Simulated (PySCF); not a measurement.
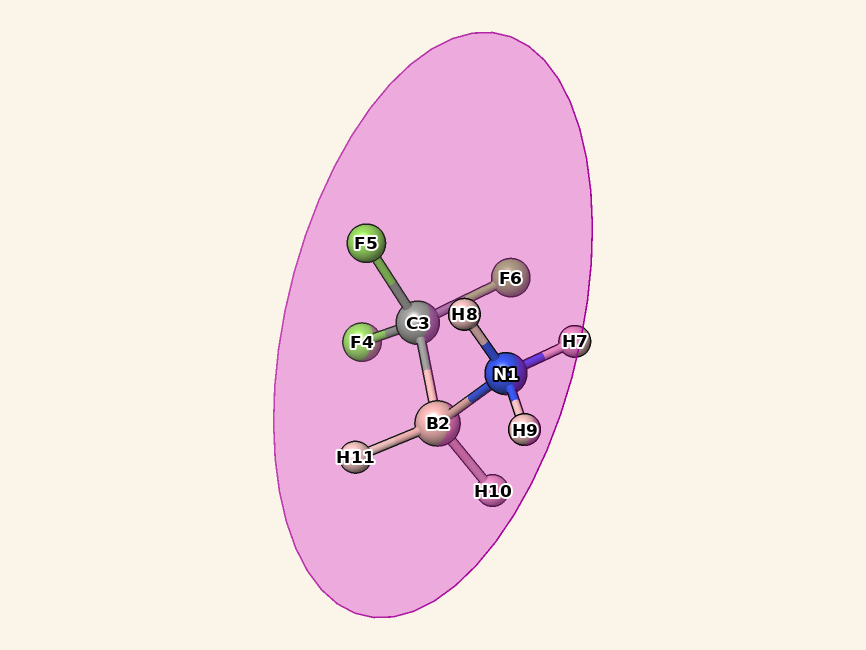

A disc through the centre of mass is drawn in. Atoms fade into the background with distance from the viewer. Computed geometry: PBE0-D3(BJ)/def2-SVP optimisation. No frequency run is at hand to confirm it as a minimum.

Question: Is the plane of the disc a mirror plane of the structure?

Answer: Yes. The reflection leaves N1, B2, C3, F4, H9 in place and moves F5 ↔ F6; H7 ↔ H8; H10 ↔ H11. The point group is Cs.
